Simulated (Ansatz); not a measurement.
```xyz
6

Cl    0.6520   -1.7768   -2.7515
F     0.9349   -1.4385    0.3266
Ge   -0.3722   -1.7735   -0.8104
N    -0.9475    0.1928   -0.7228
O    -1.7407    0.7804   -1.4176
H    -0.8836    0.5594    0.2706
```

Geometry: r2SCAN-D4/def2-SVP.

These are results of isolated molecule in a Gaussian basis; Kohn-Sham density functional theory, functional PBE0 in Ansatz 0.2.0, not measurements.

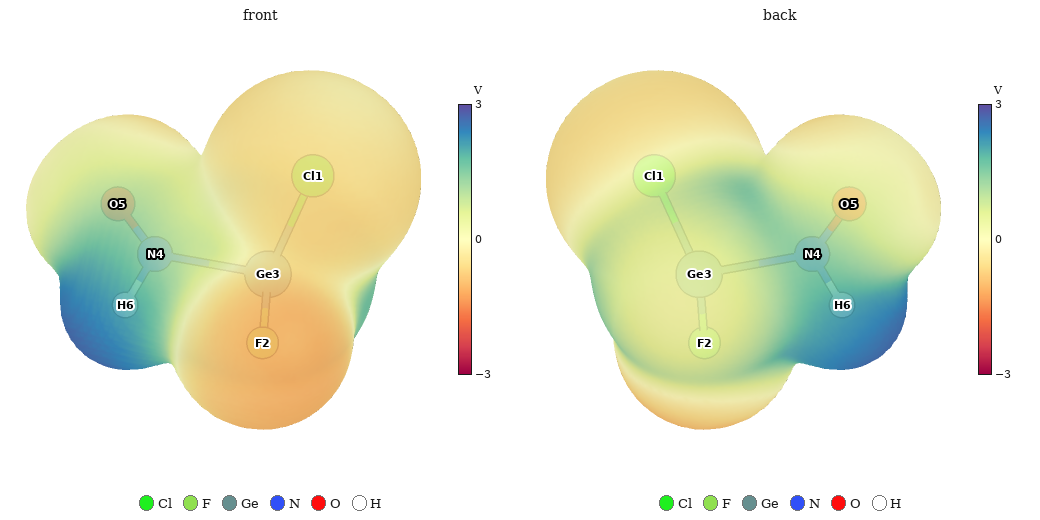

ClFGeHNO (SMILES [O-]/[NH+]=[Ge](/[F])[Cl]). The electrostatic potential painted on the density surface at 0.002 e/bohr³, seen from the front and from behind; red is negative and blue positive.

Which sites attract a positive test charge, and which a negative one?

Answer. A positive charge is drawn to the negative regions and a negative charge to the positive ones. The most negative region (about −1.2 V) lies over F2, the most positive (about +2.7 V) over H6.
